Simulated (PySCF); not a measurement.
Se: atomic calculation

Se, configuration 1s2 2s2 2p6 3s2 3p6 3d10 4s2 4p4, multiplicity 3. Computed at this level: unrestricted HF, def2-SVP, spin-free X2C-1e, Gaussian nucleus (PySCF).

**Input file**
```python
from pyscf import gto, scf, dft, mp, cc
import basis_set_exchange as bse
mol = gto.M(atom="Se 0 0 0", charge=0, spin=2, symmetry="D2h",
            basis=gto.basis.parse(bse.get_basis("def2-SVP", elements=["Se"], fmt="nwchem", header=False)),
            nucmod="G")
mf = scf.UHF(mol).sfx2c1e()
mf.irrep_nelec = {'Ag': (6, 6), 'B1g': (1, 1), 'B2g': (1, 1), 'B3g': (1, 1), 'B1u': (3, 2), 'B2u': (3, 3), 'B3u': (3, 2)}
mf.kernel()
```

The script is an equivalent of what the driver set up; the driver started from orbitals of its own, so the log can be shorter than this script's would be, and it computed the properties (radii, ⟨L²⟩, response) afterwards. It held the occupations shell by shell, which the script's counts by irreducible representation don't always enforce.

Hardware: 1 thread of Intel Xeon, 54 GiB of memory available, shared host.

Launched within a batch (the task file carries these settings):
```bash
OMP_NUM_THREADS=1 python <driver script> TASK.json OUT
```

**Output (extracts)**
```
damping factor = 0
level_shift factor = 0
DIIS = <class 'pyscf.scf.diis.CDIIS'>
diis_start_cycle = 1
diis_space = 10
diis_damp = 0
SCF conv_tol = 1e-09
SCF conv_tol_grad = None
number electrons alpha = 18  beta = 16
cycle= 1 E= -2421.45890708235  delta_E= -0.00299  |g|= 0.0194  |ddm|= 0.0609
cycle= 2 E= -2421.45921974374  delta_E= -0.000313  |g|= 0.00653  |ddm|= 0.02
cycle= 3 E= -2421.45926159655  delta_E= -4.19e-05  |g|= 0.000612  |ddm|= 0.0108
cycle= 4 E= -2421.4592621002  delta_E= -5.04e-07  |g|= 0.000219  |ddm|= 0.00176
cycle= 5 E= -2421.4592621351  delta_E= -3.49e-08  |g|= 4.56e-05  |ddm|= 0.0005
cycle= 6 E= -2421.45926213799  delta_E= -2.89e-09  |g|= 7.94e-06  |ddm|= 0.000213
cycle= 7 E= -2421.45926213808  delta_E= -8.64e-11  |g|= 4.64e-07  |ddm|= 3.99e-05
converged SCF energy = -2421.45926213808  <S^2> = 2.0066333  2S+1 = 3.004419
```

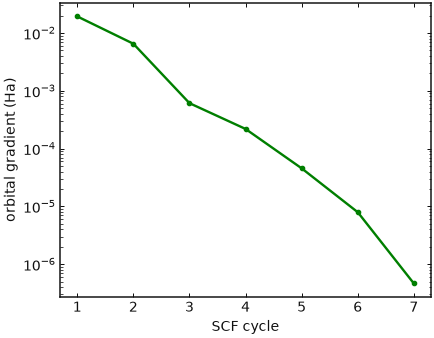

*Convergence: orbital gradient against the SCF cycle.*

The residual falls at every step. It goes from 0.019 to 4.6×10⁻⁷ in 7 steps.

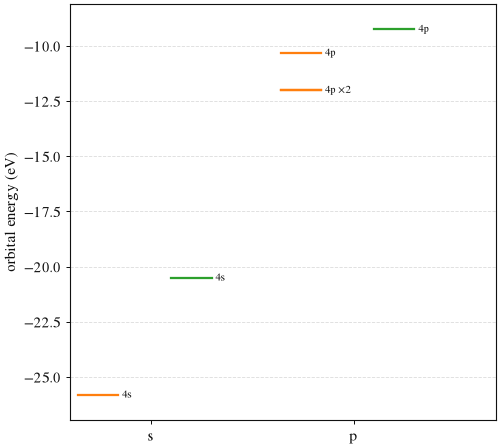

*Orbital energies of the mean field, from the top down to −25.8 eV, by angular momentum, α spin at the left of each column and β at the right; ×n counts the orbitals under one label.*

The highest filled orbital is 4p β at −9.24 eV, the lowest empty one p β at 0.425 eV.

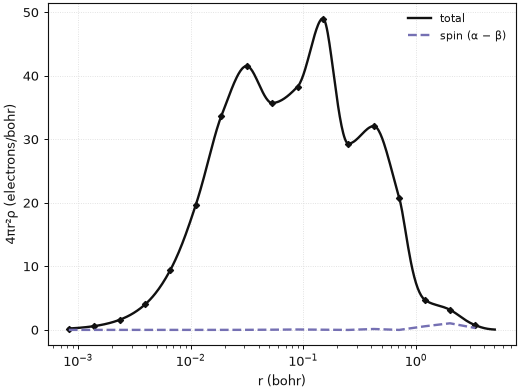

*Spherically averaged radial density 4πr²ρ of the mean field and its spin part; markers are the stored points, which are sparse, and the line is a monotone interpolation between them.*

The largest stored value is 49.0 electrons/bohr at r = 0.15 bohr. Root-mean-square radii of the shells: 2s 0.214, 3s 0.620, 3p 0.638, 3d 0.693, 4s 1.98, 4p 2.44 bohr.

**What the run reported**

- outcome: converged
- total energy: −2421.4593 hartree
- ⟨S²⟩: 2.007
- ⟨L²⟩: 2.02
- SCF iterations: 7

**What is odd here**

One thing in this input was made odd on purpose: basis contracted for another Hamiltonian. The program ran to the end. Its numbers are those of this setting; this run alone doesn't show how far the oddity moves them.
